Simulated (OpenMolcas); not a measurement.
Single-point calculation, with input and output: BBr$_{2}$Cl

System: BBr$_{2}$Cl.
Method: CASSCF/pc-1 (OpenMolcas 26.06).

The geometry comes from this level: GFN2-xTB.

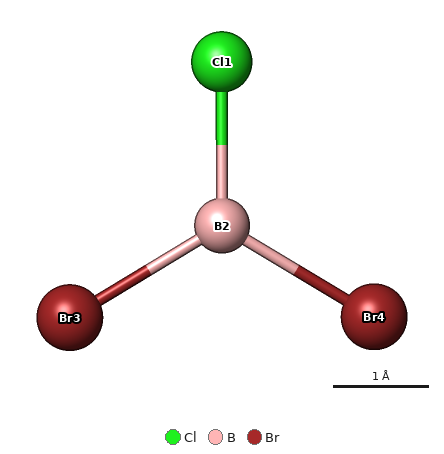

*The structure as given in the input (ball-and-stick view, seen on its broad side; atoms are numbered from 1 in the order of the input).*

Bond lengths as drawn: B–Br 1.88 Å and B–Cl 1.72 Å.

Input
```
* BBr2Cl CASSCF

&GATEWAY
 Coord
 4
 angstrom
 Cl      -0.200560      -1.646540       0.631150
 B       -0.014330      -0.043980       0.026350
 Br       1.264040       1.121500       0.759730
 Br      -1.049150       0.569030      -1.417240
 Basis = pc-1
 Group = NoSym
 RICD

&SEWARD

&RASSCF
 FileOrb = $CurrDir/step1.UnaOrb
 Spin = 1
 Nactel = 4 0 0
 Inactive = 44
 Ras2 = 4
 OrbListing = Nothing
 OrbAppear = Compact
```

Run on 1 thread of Arm Neoverse V1, 24 GiB of memory available, shared host.

Launched with:
```bash
export MOLCAS_MEM=1860
pymolcas step2.input > step2.log
```

What the program printed
```
--- Start Module: gateway ---

                                              &GATEWAY

                       available to each process: 1.9 GB of memory, 1 thread

++    Symmetry information:
      ---------------------

                    Character Table for C1

                             E
                    a        1  x, y, xy, Rz, z, xz, Ry, yz, Rx, I
--

++    Basis set information:
      ----------------------

      Basis set label: CL.PC-1.........

      Electronic valence basis set:
      ------------------
      Associated Effective Charge  17.000000 au
      Associated Actual Charge     17.000000 au
      Nuclear Model: Point charge

      Shell  nPrim  nBasis  Cartesian Spherical Contaminant
         s      11       4        X
         p       8       3        X
         d       1       1                 X

      Basis set label: B.PC-1.........

      Electronic valence basis set:
      ------------------
      Associated Effective Charge   5.000000 au
      Associated Actual Charge      5.000000 au
      Nuclear Model: Point charge

      Shell  nPrim  nBasis  Cartesian Spherical Contaminant
         s       7       3        X
         p       4       2        X
         d       1       1                 X

      Basis set label: BR.PC-1.........

      Electronic valence basis set:
      ------------------
      Associated Effective Charge  35.000000 au
      Associated Actual Charge     35.000000 au
      Nuclear Model: Point charge

      Shell  nPrim  nBasis  Cartesian Spherical Contaminant
         s      12       5        X
         p      10       4        X
         d       7       2                 X
--

++    Molecular structure info:
      -------------------------

                    ************************************************
                    **** Cartesian Coordinates / bohr, angstrom ****
                    ************************************************

     Center  Label                x              y              z                     x              y              z
        1      CL1             -0.379003      -3.111510       1.192701             -0.200560      -1.646540       0.631150
        2      B2              -0.027080      -0.083110       0.049794             -0.014330      -0.043980       0.026350
        3      BR3              2.388689       2.119328       1.435682              1.264040       1.121500       0.759730
        4      BR4             -1.982606       1.075311      -2.678195             -1.049150       0.569030      -1.417240

                    ***************************************
                    *    InterNuclear Distances / bohr    *
                    ***************************************

               1 CL1           2 B2            3 BR3           4 BR4
    1 CL1      0.000000
    2 B2       3.255962        0.000000
    3 BR3      5.922907        3.550684        0.000000
    4 BR4      5.923246        3.550768        6.092797        0.000000

                    *******************************************
                    *    InterNuclear Distances / angstrom    *
                    *******************************************

               1 CL1           2 B2            3 BR3           4 BR4
    1 CL1      0.000000
    2 B2       1.722981        0.000000
    3 BR3      3.134267        1.878941        0.000000
    4 BR4      3.134447        1.878985        3.224170        0.000000
--

            Nuclear Potential Energy            526.64352603 au

--- Stop Module: gateway /rc=_RC_ALL_IS_WELL_ ---

--- Start Module: seward ---

                                              &SEWARD

                       available to each process: 1.9 GB of memory, 1 thread

               SEWARD will generate:
                  Multipole Moment integrals up to order  2
                  Kinetic Energy integrals
                  Nuclear Attraction integrals (point charge)
                  One-Electron Hamiltonian integrals
                  Velocity integrals
                  Orbital angular momentum around (  0.0907   0.6986  -0.2738 )
                  Velocity quadrupole around (  0.0907   0.6986  -0.2738 )
                  RI decomposed two-electron repulsion integrals stored Cholesky style
                   - acCD auxiliary basis
                   - CD Threshold:   1.00E-04

                   Integrals are discarded if absolute value <: 1.00E-14
                   Integral cutoff threshold is set to       <: 1.00E-16

            Nuclear Potential Energy            526.64352603 au

      Basis set specifications :
      Symmetry species         a
      Basis functions           86

--- Stop Module: seward /rc=_RC_ALL_IS_WELL_ ---
--- Module seward spent 1 second ---

--- Start Module: rasscf ---

                                              &RASSCF

                       available to each process: 1.9 GB of memory, 1 thread

      Header of the ONEINT file:
      --------------------------

      OrdInt status: non-squared

      Cartesian coordinates in angstrom:
      -----------------------------------------------------
      No.  Label        X            Y            Z
      -----------------------------------------------------
       1   CL1       -0.20056000  -1.64654000   0.63115000
       2   B2        -0.01433000  -0.04398000   0.02635000
       3   BR3        1.26404000   1.12150000   0.75973000
       4   BR4       -1.04915000   0.56903000  -1.41724000
      -----------------------------------------------------
      Nuclear repulsion energy =  526.64352603

++    Wave function specifications:
      -----------------------------

      Number of closed shell electrons          88
      Number of electrons in active shells       4
      Max number of holes in RAS1 space          0
      Max nr of electrons in RAS3 space          0
      Number of inactive orbitals               44
      Number of active orbitals                  4
      Number of secondary orbitals              38
      Spin quantum number                      0.0
      State symmetry                             1
--

++    Orbital specifications:
      -----------------------

      Symmetry species                           1
                                                 a
      Frozen orbitals                            0
      Inactive orbitals                         44
      Active orbitals                            4
      RAS1 orbitals                              0
      RAS2 orbitals                              4
      RAS3 orbitals                              0
      Secondary orbitals                        38
      Deleted orbitals                           0
      Number of basis functions                 86
--

++    CI expansion specifications:
      ----------------------------

      Number of CSFs                            20
      Number of spin combinations               21
      Number of determinants                    36
      Number of root(s) required                 1
      Root chosen for geometry opt.              1
      CI root used                               1

      highest root included in the CI            1
      max. size of the explicit Hamiltonian     20
--

++    Optimization specifications:
      ----------------------------

      RASSCF algorithm: LK RI/DF
      Maximum number of macro iterations       200
      Maximum number of SX iterations          100
      Threshold for RASSCF energy            1.000E-08
      Threshold for max MO rotation          1.000E-01
      Threshold for max BLB element          1.000E-04
      Level shift parameter                  5.000E-01
      Make Quasi-Newton update
--

      The MO-coefficients are taken from the file:
      step1.UnaOrb
      Title:UHF natural orbitals

      Total molecular charge    0.00

      ************************************************************************************************************************
      *                                            Wave function control section                                             *
      ************************************************************************************************************************

                                         RASSCF iterations: Energy and convergence statistics
                                         ----------------------------------------------------

          iter iter root      energy       change     param      element    value   shift minimum  type update hh:mm:ss
 Nr of preliminary CI iterations:   1
      Total energies have been shifted. Add                -5000.00 au
        1   1   19    1  -628.87111913    0.00E+00  -2.78E-01*  46  49 1  5.04E-03*  0.00   0.00    SX    NO    0:00:00
        2   1   12    1  -628.88398839   -1.29E-02* -1.54E-01*  41  48 1 -6.23E-03*  0.00   0.00    SX    NO    0:00:00
        3   1   12    1  -628.89001195   -6.02E-03* -7.13E-02   41  48 1 -4.80E-03*  0.00   0.00    SX    NO    0:00:00
        4   1   12    1  -628.89135096   -1.34E-03* -2.44E-02   38  48 1 -2.29E-03*  0.00   0.00    SX    NO    0:00:00
        5   1   11    1  -628.89168477   -3.34E-04* -2.40E-02   38  48 1 -1.03E-03*  0.00   2.15    LS   YES    0:00:00
        6   1   11    1  -628.89182145   -1.37E-04* -1.06E-02   45  67 1 -9.18E-04*  0.00   1.19    QN   YES    0:00:00
        7   1   11    1  -628.89188324   -6.18E-05* -1.34E-02   45  52 1  5.10E-04*  0.00   2.39    LS   YES    0:00:00
        8   1   11    1  -628.89191416   -3.09E-05* -8.99E-03   42  49 1 -8.69E-04*  0.00   1.08    QN   YES    0:00:00
        9   1   10    1  -628.89193864   -2.45E-05* -6.52E-03   46  50 1  3.46E-04*  0.00   1.48    QN   YES    0:00:00
       10   1    9    1  -628.89194796   -9.31E-06* -2.51E-03   46  50 1  1.82E-04*  0.00   1.17    QN   YES    0:00:00
       11   1    9    1  -628.89194961   -1.65E-06*  2.27E-03   44  47 1  6.82E-05   0.00   1.32    QN   YES    0:00:00
       12   1    8    1  -628.89195020   -5.94E-07*  2.67E-03   39  45 1  2.82E-05   0.00   1.52    QN   YES    0:00:00
       13   1    8    1  -628.89195056   -3.58E-07*  4.18E-03   46  50 1 -4.85E-05   0.00   1.95    QN   YES    0:00:00
       14   1    8    1  -628.89195096   -3.96E-07* -4.05E-03   46  49 1  4.96E-05   0.00   1.76    QN   YES    0:00:00
       15   1    8    1  -628.89195123   -2.77E-07* -1.86E-03   46  71 1  2.98E-05   0.00   1.51    QN   YES    0:00:00
       16   1    7    1  -628.89195134   -1.07E-07*  4.51E-04   36  50 1 -1.39E-05   0.00   1.38    QN   YES    0:00:00
       17   1    7    1  -628.89195137   -2.97E-08*  3.23E-04   39  48 1 -7.64E-06   0.00   1.51    QN   YES    0:00:00
       18   1    7    1  -628.89195138   -1.25E-08*  3.21E-04   45  51 1  6.41E-06   0.00   1.56    QN   YES    0:00:00
       19   1    6    1  -628.89195139   -7.39E-09   2.34E-04   36  50 1  4.87E-06   0.00   1.56    QN   YES    0:00:00
      Convergence after 19 iterations
       20   1    6    1  -628.89195140   -3.21E-09   2.34E-04   36  50 1  2.34E-06   0.00   1.56    QN   YES    0:00:00

      ************************************************************************************************************************
                                                      Wave function printout:
                       occupation of active orbitals, and spin coupling of open shells (u,d: Spin up or down)
      ************************************************************************************************************************

      Note: transformation to natural orbitals
      has been made, which may change the order of the CSFs.

      printout of CI-coefficients larger than  0.05 for root  1
      energy=   -5628.891951
      conf/sym  1111     Coeff  Weight
             1  2200   0.98939 0.97889
             8  2002  -0.08372 0.00701
            12  0220  -0.05351 0.00286
            15  uudd  -0.08238 0.00679

      Natural orbitals and occupation numbers for root  1
      sym 1:   1.984203   1.973291   0.018419   0.024087

      ************************************************************************************************************************
      *                                                    Final results                                                     *
      ************************************************************************************************************************

++    Final optimization conditions:
      ------------------------------

      Average CI energy                           -5628.89195140
      RASSCF energy for state  1                  -5628.89195140
      Super-CI energy                                -0.00000000
      RASSCF energy change                           -0.00000000
      Max change in MO coefficients               1.791E-04
      Max non-diagonal density matrix element     2.339E-04
      Maximum BLB matrix element                  2.336E-06
      (orbital pair  36,  50 in symmetry   1)
      Norm of electronic gradient            1.201E-05
--

      Final state energy(ies):
      ------------------------

::    RASSCF root number  1 Total energy:  -5628.89195140
      Von Neumann Entropy (Root   1) =  0.16955

      Mulliken population analysis for root number:  1
      -----------------------------------------------

++    Molecular charges:
      ------------------

      Mulliken charges per centre
      ---------------------------

                CL1     B2      BR3     BR4
      Total   17.2136  4.3586 35.1903 35.2375

      N-E     -0.2136  0.6414 -0.1903 -0.2375

      Total electronic charge=   92.000000

      Total            charge=   -0.000000
--

      Expectation values of various properties for root number:  1
      -----------------------------------------------------------

++    Molecular properties:
      ---------------------

      Charge (e):
                      =   -0.0000
      Dipole Moment (debye):
      Origin of the operator (angstrom)=    0.0480    0.3697   -0.1449
                   X=  2.1156E-01               Y=  3.2091E-01               Z=  9.3244E-02           Total=  3.9552E-01
      Quadrupole Moment (debye*angstrom):
      Origin of the operator (angstrom)=    0.0480    0.3697   -0.1449
                  XX= -5.5030E+01              XY= -1.4343E-01              XZ= -2.6273E-01              YY= -5.6571E+01
                  YZ=  7.6041E-01              ZZ= -5.5381E+01
      In traceless form (debye*angstrom)
                  XX=  9.4627E-01              XY= -2.1514E-01              XZ= -3.9410E-01              YY= -1.3662E+00
                  YZ=  1.1406E+00              ZZ=  4.1990E-01
--

      Average orbitals are written to the RASORB file
      Natural orbitals for root   1 are written to the RASORB.1 file
      Spin density orbitals for root   1 are written to the SPDORB.1 file

--- Stop Module: rasscf /rc=_RC_ALL_IS_WELL_ ---
--- Module rasscf spent 5 seconds ---

.##################.
.# Happy landing! #.
.##################.

    Timing: Wall=7.26 User=6.69 System=0.55
```

Key numbers

- outcome: converged
- total energy: −5628.891951 hartree
- CASSCF energy: −5628.891951 hartree
- basis functions: 86
- wall time: 7.5 s
- peak memory: 0.084 GiB

The record of the run, not the program, notes: an active orbital turned away from the chosen space.
